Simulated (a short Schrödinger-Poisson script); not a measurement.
Stack: gated Al0.4Ga0.6N/GaN polarisation-induced gas, at 20 K.

```csv
layer,material,thickness (nm),Na (cm⁻³)
1,Al0.4Ga0.6N,15,-
2,GaN,6000,5e15
```

Constants are typed, rounded textbook-type inputs, not results; the design itself was drawn at random and stands for no fabricated device. Al0.4Ga0.6N: permittivity 9.26, conduction-band edge (eV) 0.58, gap (eV) 4.258, electron mass (mₑ) 0.248, Nv at 300 K (cm⁻³) 4.6e19. GaN: permittivity 9.5, conduction-band edge (eV) 0, gap (eV) 3.43, Nv at 300 K (cm⁻³) 4.6e19.

Channel valleys (confinement mass, in-plane density-of-states mass, number): Γ 0.2, 0.2, 1. At the gate the conduction-band edge of layer 1 lies 1.36 eV − eVg above the Fermi level of the channel; the field vanishes at the back. Sheet of polarisation charge: +2e13 e/cm² at 15 nm from the gate. The barrier under the gate holds no holes. Gaps are held at their typed values at every temperature. Mesh 0.08 nm at interfaces.

From a short Schrödinger-Poisson script (our own, NumPy): 1D Poisson equation in equilibrium, electrons quantum, Hartree (BenDaniel-Duke, 40 states a valley, the channel's in-plane mass for all, wave functions free to enter the barrier), parabolic valleys, classical holes, full ionisation, no traps, pinning or gate leakage.

Only gate voltages with over 1e8 electrons/cm² are shown.

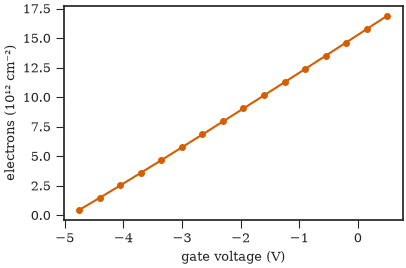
Sheet density against gate voltage

```csv
Vg (V),electrons (cm⁻²),in the channel layer,C (μF/cm²),Γ E0 (meV),Γ E1 (meV)
0.5,1.69e13,1.55e13,0.520,-180.5,-21.6
0.15,1.57e13,1.46e13,0.518,-169.8,-18.7
-0.2,1.46e13,1.36e13,0.516,-159.0,-16.0
-0.55,1.35e13,1.27e13,0.514,-148.0,-13.5
-0.9,1.24e13,1.17e13,0.512,-137.1,-11.0
-1.25,1.13e13,1.07e13,0.510,-126.0,-8.7
-1.6,1.01e13,9.69e12,0.508,-114.9,-6.4
-1.95,9.04e12,8.68e12,0.506,-103.8,-4.3
-2.3,7.93e12,7.66e12,0.504,-92.5,-2.0
-2.65,6.84e12,6.63e12,0.501,-81.0,0.8
-3,5.74e12,5.60e12,0.497,-68.7,6.4
-3.35,4.66e12,4.57e12,0.494,-55.8,14.4
-3.7,3.59e12,3.53e12,0.490,-43.0,22.0
-4.05,2.52e12,2.49e12,0.484,-30.2,29.0
-4.4,1.47e12,1.46e12,0.476,-17.7,35.0
-4.75,4.49e11,4.47e11,0.461,-5.3,39.5
```

Subbands count from the Fermi level.
